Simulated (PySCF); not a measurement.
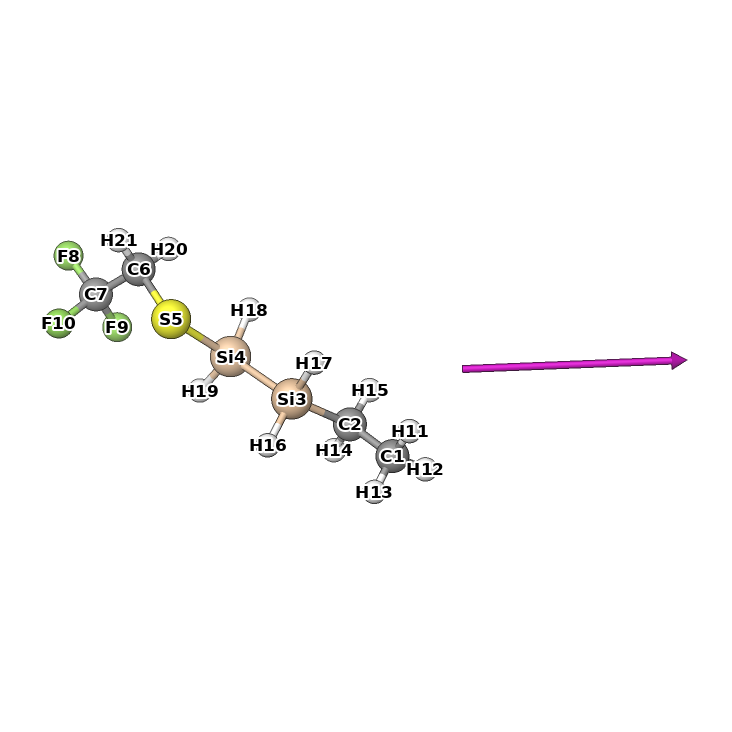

The arrow beside the molecule shows the direction of the dipole moment, from the negative to the positive end (its length means nothing). The computed structure is the end point of a GFN2-xTB optimisation. No frequency run is at hand to confirm it as a minimum. Level of theory: PBE0/pcSseg-1, gas phase (PySCF 2.14.0).

Estimate the dipole moment.

3.13 D; it points from the side of F10 to the side of H12 (the outermost atoms at the two ends).

The geometry is semi-empirical. Around Si such bond lengths and angles can be off by a tenth of an ångström or more and by several degrees, and values that hang on the shape move with them.
